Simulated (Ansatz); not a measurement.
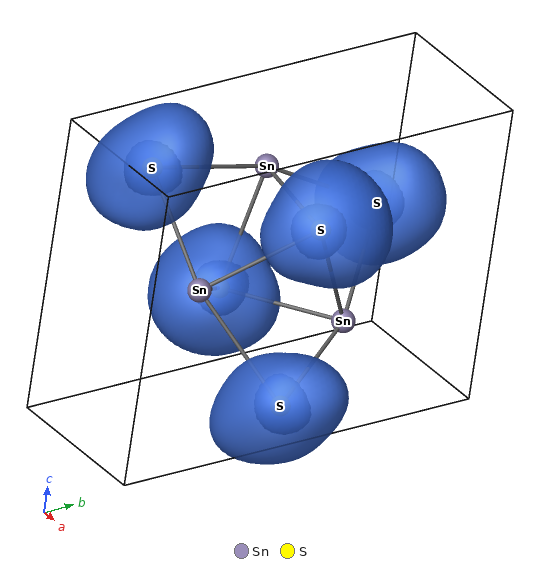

Sn3S5. Isosurface of the electron localisation function at 0.7 (blue), seen slightly off an axis. Core shells and regions of very low density are left out. Sticks mark near contacts.

Space group P1; a generated structure, not necessarily the stable one; changed on purpose from its base cell (the structure that the rattled cell fell into).

Level of theory: DFT PBE, scalar-relativistic, plane waves, PAW in Ansatz.

Describe the localisation domains.

Answer. At this value the surface marks out five regions wrapped around S (the valence shell of each), counted in one cell of 8 atoms. Regions shared between cells count once. Along the contacts the grid gives the following. Sn–S (2.57 Å): the ELF peaks at about 0.85 in the valence shell of S, 0.8 Å from its nucleus, and is about 0.50 at the midpoint. Sn–S (2.62 Å): the ELF peaks at about 0.85 in the valence shell of S, 0.8 Å from its nucleus, and is about 0.55 at the midpoint.
